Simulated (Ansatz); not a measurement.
**C$_{2}$H$_{5}$FOSi (SMILES C=CO[SiH2]F): density, localisation and related maps**

```xyz
10

C     2.2612    0.0611   -2.9118
C     1.3136    0.2807   -1.9960
F     1.5727   -3.1182   -1.9627
O     0.6164   -0.6749   -1.3160
Si    0.2285   -2.2208   -1.7946
H     2.5867   -0.9453   -3.1874
H     2.7515    0.9103   -3.3905
H     1.0182    1.2907   -1.6922
H    -0.5842   -2.7875   -0.6995
H    -0.4439   -2.1953   -3.1156
```

Geometry: B3LYP/def2-SVP.

Level of theory: isolated molecule in a Gaussian basis; Kohn-Sham density functional theory, functional PBE0 (Ansatz 0.2.0).

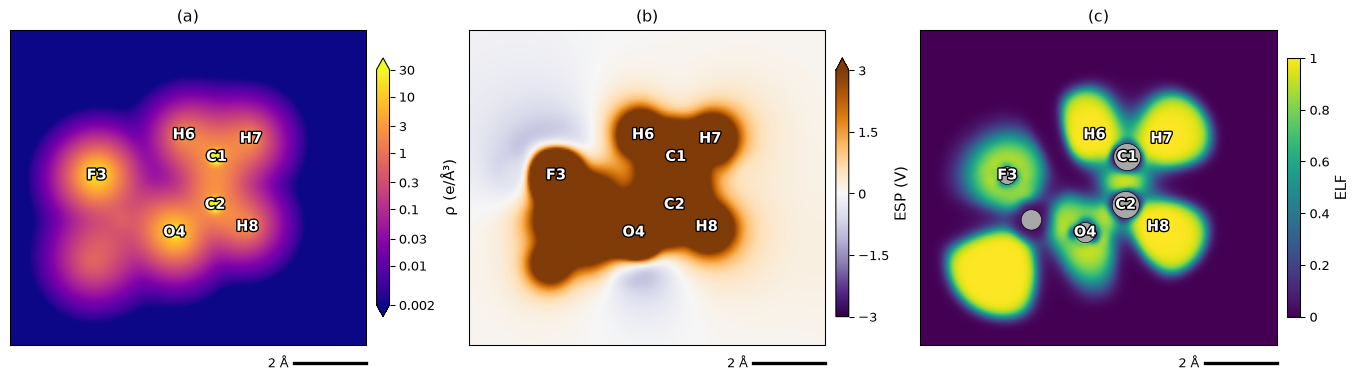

Figure 1. (a) total electron density; (b) electrostatic potential; (c) electron localisation function on the plane of atoms C2, C1 and H7. Grey discs cover the atomic cores in the ELF map.

What do the fields say about this system?

Answer. Atoms in the plane: C, F, O and H.
C–C (1.34 Å): ρ is about 2.4 e/Å³ halfway; the ELF peaks at about 0.90 between the atoms: a short, multiple covalent bond.
C–O (1.36 Å): the density is about 2.3 e/Å³ at the midpoint, with its minimum of 1.9 e/Å³ about 0.5 Å from C; the ELF peaks at about 0.90 between the atoms (a shared but strongly polarised pair).
C–H (1.09 Å): ρ is about 2 e/Å³ halfway; the ELF climbs to about 1 towards the hydrogen, as it does in any bond to H: a covalent bond by its length.
The ELF also peaks beside O4 and F3, away from the bonds: lone-pair regions.
Outside the dense part of the molecule the potential is most negative (−0.9 V) near O4.

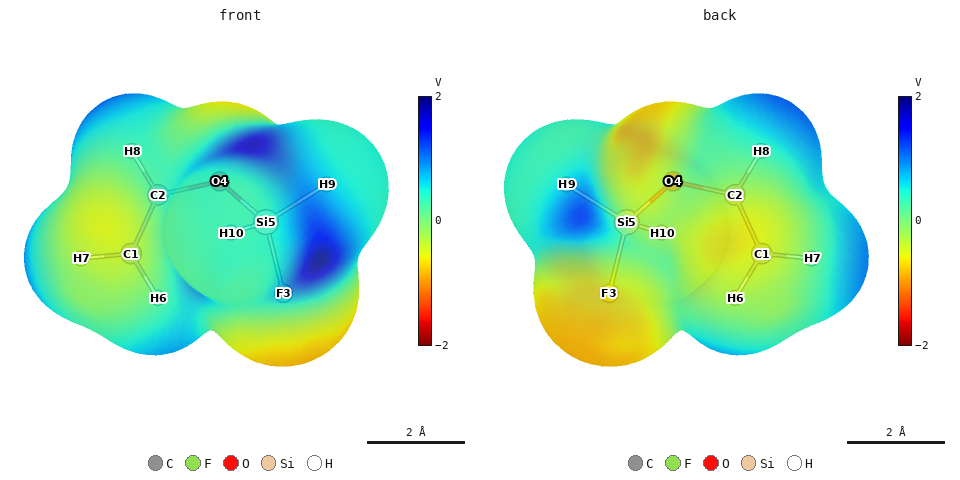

Figure 2. The electrostatic potential painted on the density surface at 0.002 e/bohr³, seen from the front and from behind; red is negative and blue positive.

Where is the surface potential most negative and most positive?

Answer. The most negative region (about −0.9 V) lies over F3, the most positive (about +1.7 V) over Si5.

What dipole moment does the calculation give?

Answer. Its dipole moment is 1.25 D.

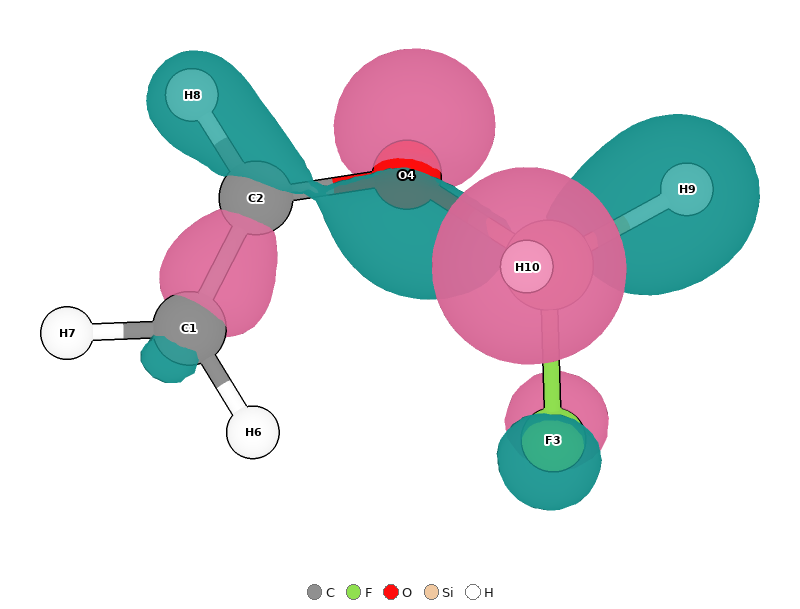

Figure 3. The HOMO−1 at ±0.15 Å⁻³ᐟ² (teal and pink are the two phases), seen at a tilt.

What is the character of this orbital?

Answer. It lies mainly on O4 (about 30 %), Si5 (about 20 %), H10 (about 15 %), H9 (about 10 %), C2 (about 5 %) and F3 (about 5 %). Its energy is −9.60 eV.

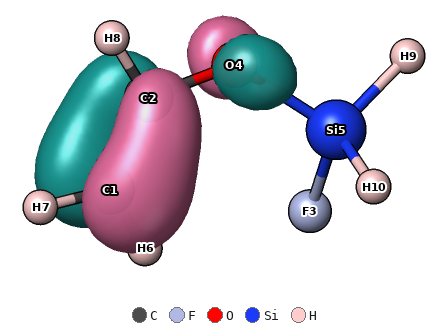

Figure 4. The HOMO at ±0.2 Å⁻³ᐟ² (teal and pink are the two phases), seen at a tilt.

What is the character of this orbital?

Answer. By Hirshfeld shares it lies mainly on C1 (about 40 %), C2 (about 25 %) and O4 (about 20 %); π-bonding across C1–C2. Its energy is −7.29 eV.
